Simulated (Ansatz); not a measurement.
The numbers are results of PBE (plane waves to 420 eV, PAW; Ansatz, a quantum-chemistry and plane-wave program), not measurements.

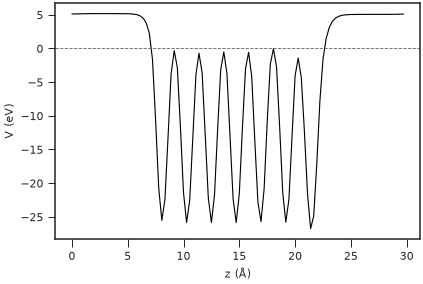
Figure. Electrostatic potential energy of an electron, averaged over planes parallel to the surface, in eV from the Fermi level, for a constructed model of the (111) surface of fcc Rh, a pseudomorphic layer of Nb in the host's stacking (bottom of the slab: a bare face, its two planes held)

Slab: 7 atoms, 13.8 Å thick at the start with caps and adatoms (thin: gaps and levels are the slab's own); k 16x16x1, smearing 0.1 eV, dipole-corrected; 2 atoms held, the rest relaxed; held to the start's symmetry, so lower structures may exist; no spin, no spin-orbit, no U. In PBE it lies 0.04 eV a 1x1 cell over the lowest computed structure of the same composition (a pseudomorphic layer of Nb in the other hollow).

The vacuum level lies 5.06 eV above the Fermi level over the top face and 5.17 eV above it under the bottom face.
